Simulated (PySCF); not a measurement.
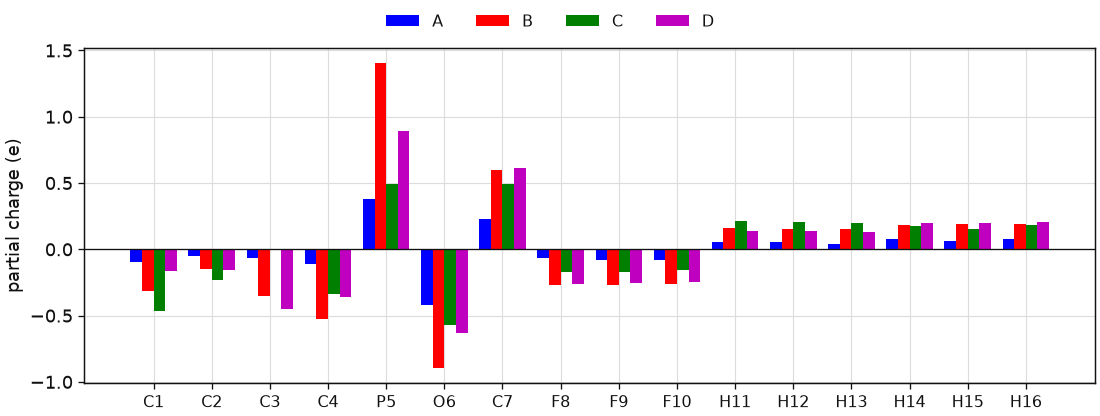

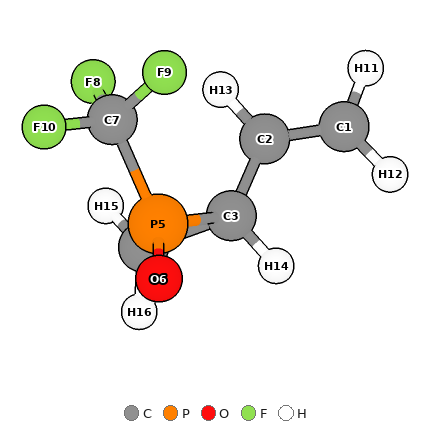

Atomic charges of C₅H₆F₃OP, SMILES C=C[C@@H]1C[P@]1(=O)C(F)(F)F by 4 schemes, PBE0/pcSseg-1 (IEF-PCM dimethylsulfoxide) with PySCF, at a PBE0-D3(BJ)/def2-SVP geometry (no frequency check).

> The schemes are ESP fit, Hirshfeld, IAO and Mulliken. Which series is which?

A: Hirshfeld (P5 0.38 e); B: IAO (P5 1.40 e); C: ESP fit (P5 0.49 e); D: Mulliken (P5 0.89 e).

Known limits of this run: one conformer of a flexible molecule.
